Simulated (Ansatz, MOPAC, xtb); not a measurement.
## How methods differ on GaH3S (SMILES [SH][GaH2])

GaH3S, singlet, SMILES `[SH][GaH2]`. Each level relaxes the structure for itself.

Each level gives the zero-point energy at each level's own minimum (kJ/mol). The values are calculated.

```
                             level            kind  program  value (kJ/mol)
                            PM6-D3  semi-empirical    MOPAC            65.6
                          PM6-D3H4  semi-empirical    MOPAC            65.5
                              PM7-  semi-empirical    MOPAC            63.9
                          GFN1-xTB  semi-empirical      xtb            56.6
                         HF/STO-3G    Hartree–Fock   Ansatz            70.3
                          HF/3-21G    Hartree–Fock   Ansatz            59.6
   HF/6-31G* (Cartesian functions)    Hartree–Fock   Ansatz            62.5
                      PBE/def2-SVP             GGA   Ansatz            57.8
                 PBE0-D4/def2-TZVP   global hybrid   Ansatz            59.9
B3LYP/6-31G* (Cartesian functions)   global hybrid   Ansatz            58.9
```

All-electron rows without a relativistic Hamiltonian named are non-relativistic. Harmonic and unscaled. The values span 56.6 to 70.3 kJ/mol. Without the sets that lack polarisation functions the rows with a basis span only 57.8 to 62.5 kJ/mol.

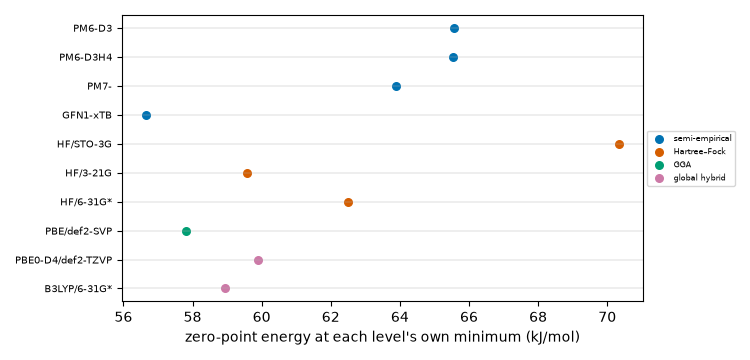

The values of the table, level by level.
